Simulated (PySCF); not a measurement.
The calculation's input:

```
{"job": {"kind": "nmr", "xc": "PBE0", "basis": "pcSseg-1"}, "charge": 0, "multiplicity": 1}
B      2.531887     1.396191    -0.110254
C      3.301276     0.091206     0.277051
C      2.439158    -1.167928     0.376917
C      1.073923    -0.891479     0.997982
C      0.253395     0.123591     0.199644
C     -1.139968     0.281945     0.762569
C     -2.221276    -0.695783     0.413379
C     -2.272295     0.706386    -0.123335
C      0.983075     1.467091     0.092280
H      3.147622     2.390777    -0.439913
H      3.694359     0.361362     1.284161
H      4.212915    -0.063709    -0.323794
H      2.958222    -1.957951     0.944932
H      2.285410    -1.581548    -0.636002
H      0.500759    -1.829049     1.086097
H      1.202566    -0.515840     2.031356
H      0.144142    -0.282086    -0.825253
H     -1.159724     0.675081     1.787131
H     -2.938874    -0.985071     1.185483
H     -1.968880    -1.499455    -0.285321
H     -2.053700     0.852886    -1.185614
H     -3.025261     1.391093     0.275451
H      0.482710     2.151970    -0.612702
H      0.910160     1.998906     1.069513
```

Launched as:

```sh
OMP_NUM_THREADS=1 python probes_run.py task.json out
```

Geometry: PBE0-D3(BJ)/def2-SVP.

Theory: PySCF 2.14.0, PBE0/pcSseg-1, SCF density, gas phase, non-relativistic.

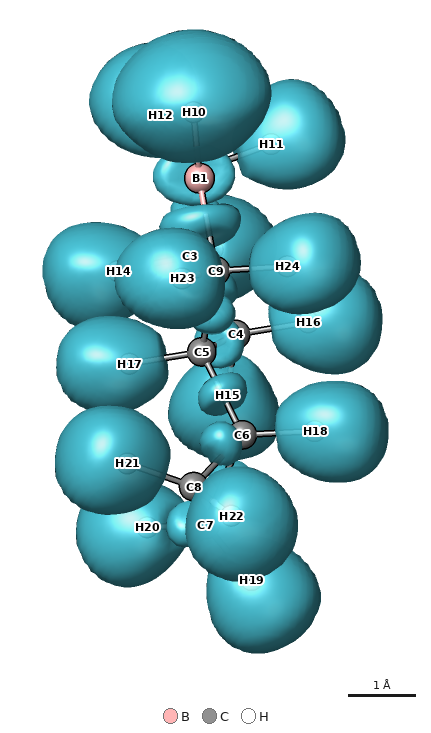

C$_{8}$H$_{15}$B. Isosurface of the ELF at 0.85 (cyan), seen at an oblique angle. Core shells and regions of very low density are left out.

> Identify the bonds, lone pairs and shells in this picture.

The ELF exceeds this value in two regions between bonded B–C atoms (shared pairs), eight regions between bonded C–C atoms (shared pairs) and 15 regions around hydrogen nuclei.

Values along the shortest contacts:
C–C (1.50 Å): the ELF peaks at about 0.90 between the atoms: a shared electron pair. C–B (1.56 Å): the ELF peaks at about 1 between the atoms (a shared electron pair).
